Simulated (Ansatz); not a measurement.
**Fields on a plane of Sb (A7 type, space group R-3m)**

```
Sb
1.0
    2.13423     1.23220     3.57258
   -2.13423     1.23220     3.57258
    0.00000    -2.46440     3.57258
Sb
2
Direct
  0.23890   0.23890   0.23890
  0.76110   0.76110   0.76110
```

The slice is a (1 -1 0 2) plane (indices of the conventional cell) through the point (0.761, 0.761, 0.761) (fractional), spanned by u = [1 0 -1] and v = [010] in vectors of this cell: u (4.27 Å) and v (4.34 Å, at 90° to u). It covers one period; positions are fractions (u, v).

Atoms on it: Sb at (0.50, 0.45), 0.1 Å off the plane; Sb at (0.00, 0.00). Other atoms lie within 1 Å of the plane.

The numbers are results of PBEsol-D3(BJ) (plane waves to 420 eV, PAW, scalar-relativistic; Ansatz, a program for electronic structure), not measurements. k mesh 13×13×13. These are valence fields of a PAW run, semicore shells included where kept as valence: close to a nucleus they are smooth pseudo fields. Sb was relaxed with its symmetry unable to fall. Spin-orbit coupling is left out, though Sb is heavy.

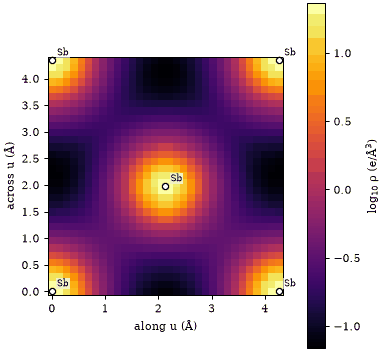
*Log₁₀ of the valence density in e/Å³, one period of the plane, atoms marked. The scale is logarithmic, as a density can span decades between atoms and voids.*

```
|xxxxxxxx0257899999987520xxxxxxx|
|xxxxxxx002578999999875200xxxxxx|
|xxxxxxx003678999999876300xxxxxx|
|xxxxxxx014688999999886410xxxxxx|
|xxxxxx00357888899888875300xxxxx|
|xxxxx0024677888888887764200xxxx|
|xxx00024567776666667776542000xx|
|0000134566655443344556665431000|
|1123456665532100001235566654321|
|5556666654200000000002456666655|
|7777777642000xxxxxx000246777777|
|88888765300xxxxxxxxxx0035678888|
|9998876400xxxxxxxxxxxx004678899|
|9999875200xxxxxxxxxxxx002578999|
|999987510xxxxxxxxxxxxxx01578999|
|999986400xxxxxxxxxxxxxx00468999|
|999986400xxxxxxxxxxxxxx00468999|
|999886400xxxxxxxxxxxxxx00468899|
|998876400xxxxxxxxxxxxxx00467889|
|888876410xxxxxxxxxxxxxx01467888|
|7777665200xxxxxxxxxxxx002566777|
|4555555300xxxxxxxxxxxx003555555|
|11234444200xxxxxxxxxx0024444321|
|0000023432000xxxxxx000234320000|
|xxx00013332000000000023331000xx|
|xxxxx0013443210000123443100xxxx|
|xxxxxx00245554433445554200xxxxx|
|xxxxxxx014566666666665410xxxxxx|
|xxxxxxx003567777777765300xxxxxx|
|xxxxxxx002578888888875200xxxxxx|
|xxxxxxxx0257889999887520xxxxxxx|
|xxxxxxxx0257899999987520xxxxxxx|
```
Scale: ten equal steps from -2.00 (start of '0') to 6.98 (end of '9'), in the order '0123456789'. Values: electrostatic potential energy of an electron, from the cell's mean, in eV. The map has 31 points along u (one character each, u = 0 at the left) and 32 along v (v = 0 in the bottom row). Points within 1 Å of a nucleus are blanked (x), as the pseudised field means little there. Values under -2 eV are set to -2. The zero, the cell's mean, hangs on the PAW cores.
